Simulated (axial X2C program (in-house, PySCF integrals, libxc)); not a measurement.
# A two-component session on SH⁺: properties at the nuclei

Aim: properties at the nuclei of SH⁺, with spin–orbit coupling in the Hamiltonian from the start.

Program: an in-house X2C program for linear molecules on PySCF integrals. Level of theory: two-component X2C with atomic mean-field terms, S dyall-av3z, H dyall-v3z. These are calculated values, not measurements.

### 1 The job

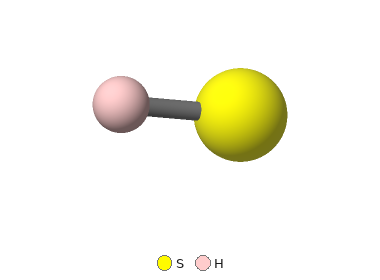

The two atoms at 1.350 Å (sulfur yellow, hydrogen pink).

The input, task.json:

```json
{
 "zs": [
  16,
  1
 ],
 "q": 1,
 "bas": [
  "dyall-av3z",
  "dyall-v3z"
 ],
 "r0": 1.35,
 "levels": [
  "PBE0",
  "HF",
  "BP86",
  "PBE50",
  "LDA"
 ],
 "nst": 3
}
```

Keys: zs atomic numbers; q charge; bas basis sets; r0 starting distance in Å; levels methods (HF also brings MP2); nst determinants followed.

On the command line:

```bash
$ python soeom.py task.json out
```

Nuclei are Gaussian, cores are contracted, and the Gaunt term is on.

### 2 Expectation values, lowest determinant

R = 1.373 Å. State: Ω = 1 (excess of +ω over −ω: ω = -1/2, ω = 3/2).

Output of the PBE0 run:

```text
two-component X2C + atomic mean field  PBE0
basis functions 79  fitting functions 412  grid points 4349
iter        total energy     max residual
   1       -398.787421768     1.31e+00
   2       -399.274900932     9.98e-03
   3       -399.275711474     4.61e-03
   4       -399.276144408     3.16e-04
   5       -399.276145963     1.32e-04
   6       -399.276146201     2.50e-05
   7       -399.276146213     4.18e-06
   8       -399.276146214     1.35e-06
converged
one-electron -557.37782382  Coulomb 177.68856876  exact exchange -6.30147121  xc functional -19.39163153  nuclear repulsion 6.16666815  atomic mean-field constant -0.06045657
```

The highest occupied spinor is 95% S p, 4% H p.

| level | Eeff magnitude (GV/cm) | Ws magnitude S (kHz) | A∥/gI S (MHz) | qzz S (a.u.) | A∥/gI H (MHz) | qzz H (a.u.) |
| --- | --- | --- | --- | --- | --- | --- |
| PBE0 | 0.0514 | 0.0202 | -246 | -1.55 | -4.84 | 0.17 |
| HF | 0.0944 | 0.0366 | -133 | -1.43 | -7.46 | 0.17 |
| BP86 | 0.0387 | 0.0153 | -257 | -1.55 | -4.06 | 0.18 |
| PBE50 | 0.061 | 0.0238 | -217 | -1.53 | -4.95 | 0.17 |
| LDA | 0.0236 | 0.00939 | -266 | -1.65 | -3.8 | 0.18 |

Eeff is the effective electric field on the electron dipole moment in this Ω state and Ws the scalar–pseudoscalar constant (defined with the proton number Z and per Ω); A∥ is the parallel hyperfine constant, which follows by multiplying with the nuclear g factor gI = μI/(I μN); qzz is the electric field gradient, eQq0 = 234.96 MHz × Q/barn × qzz. The operators were transformed with the bare-nucleus X2C matrices.

### 3 Expectation values, a higher determinant

R = 1.373 Å. State: Ω = 0 (closed shell), 1.33 eV above the lowest in the PBE0 search for states (made at or near this distance, with looser thresholds).

Output of the PBE0 run:

```text
two-component X2C + atomic mean field  PBE0
basis functions 79  fitting functions 412  grid points 4349
iter        total energy     max residual
   1       -398.736947895     1.31e+00
   2       -399.226010027     9.70e-03
   3       -399.226807183     4.72e-03
   4       -399.227294511     3.50e-04
   5       -399.227296529     1.42e-04
   6       -399.227296882     2.15e-05
   7       -399.227296895     6.86e-07
   8       -399.227296895     7.95e-08
converged
one-electron -557.28707038  Coulomb 177.58245695  exact exchange -6.28220084  xc functional -19.34669420  nuclear repulsion 6.16666815  atomic mean-field constant -0.06045657
```

The highest occupied spinor is 95% S p, 4% H p.

| level | qzz S (a.u.) | qzz H (a.u.) |
| --- | --- | --- |
| PBE0 | -1.65 | 0.18 |
| HF | -1.60 | 0.17 |
| BP86 | -1.66 | 0.18 |
| PBE50 | -1.65 | 0.17 |
| LDA | -1.77 | 0.18 |

### 4 Expectation values, a higher determinant

R = 1.373 Å. State: Ω = 2 (excess of +ω over −ω: ω = 1/2, ω = 3/2), 1.39 eV above the lowest in the PBE0 search for states (made at or near this distance, with looser thresholds).

Output of the PBE0 run:

```text
two-component X2C + atomic mean field  PBE0
basis functions 79  fitting functions 412  grid points 4349
iter        total energy     max residual
   1       -398.734849392     1.31e+00
   2       -399.223908550     9.69e-03
   3       -399.224706967     4.74e-03
   4       -399.225196598     3.50e-04
   5       -399.225198622     1.43e-04
   6       -399.225198977     2.15e-05
   7       -399.225198989     7.05e-07
   8       -399.225198989     1.88e-07
converged
one-electron -557.27541282  Coulomb 177.57233704  exact exchange -6.28206741  xc functional -19.34626737  nuclear repulsion 6.16666815  atomic mean-field constant -0.06045657
```

The highest occupied spinor is 95% S p, 4% H p.

| level | Eeff magnitude (GV/cm) | Ws magnitude S (kHz) | A∥/gI S (MHz) | qzz S (a.u.) | A∥/gI H (MHz) | qzz H (a.u.) |
| --- | --- | --- | --- | --- | --- | --- |
| PBE0 | 0.00966 | 0.00191 | 582 | -1.68 | 5.87 | 0.18 |
| HF | 0.0155 | 0.00303 | 574 | -1.63 | 5.75 | 0.17 |
| BP86 | 0.00861 | 0.00171 | 588 | -1.69 | 5.87 | 0.18 |
| PBE50 | 0.011 | 0.00217 | 580 | -1.67 | 5.86 | 0.17 |
| LDA | 0.00933 | 0.00184 | 600 | -1.79 | 5.91 | 0.18 |

### 5 Results

| quantity | value |
| --- | --- |
| lowest determinant | Ω = 1 (excess of +ω over −ω: ω = -1/2, ω = 3/2) |
| Eeff magnitude (GV/cm), PBE0 | 0.0514 |
| Ws magnitude S (kHz), PBE0 | 0.0202 |
| A∥/gI S (MHz), PBE0 | -246 |
| qzz S (a.u.), PBE0 | -1.55 |
| higher determinant | Ω = 0 (closed shell) |
| qzz S (a.u.), PBE0, higher determinant | -1.65 |
| qzz H (a.u.), PBE0, higher determinant | 0.18 |
| higher determinant | Ω = 2 (excess of +ω over −ω: ω = 1/2, ω = 3/2) |
| Eeff magnitude (GV/cm), PBE0, higher determinant | 0.00966 |
| Ws magnitude S (kHz), PBE0, higher determinant | 0.00191 |
| A∥/gI S (MHz), PBE0, higher determinant | 582 |
| qzz S (a.u.), PBE0, higher determinant | -1.68 |

**Reading.** In the first state, the effective field runs from 0.0236 to 0.0944 GV/cm over the mean-field levels, so the levels don't agree on it. The expectation values come from single determinants, which for open shells can mix terms of unlike spin or miss the lowest Ω, so a determinant need not be a state. Eeff is the effective electric field on the electron dipole moment in this Ω state and Ws the scalar–pseudoscalar constant (defined with the proton number Z and per Ω); A∥ is the parallel hyperfine constant, which follows by multiplying with the nuclear g factor gI = μI/(I μN); qzz is the electric field gradient, eQq0 = 234.96 MHz × Q/barn × qzz. The operators were transformed with the bare-nucleus X2C matrices.
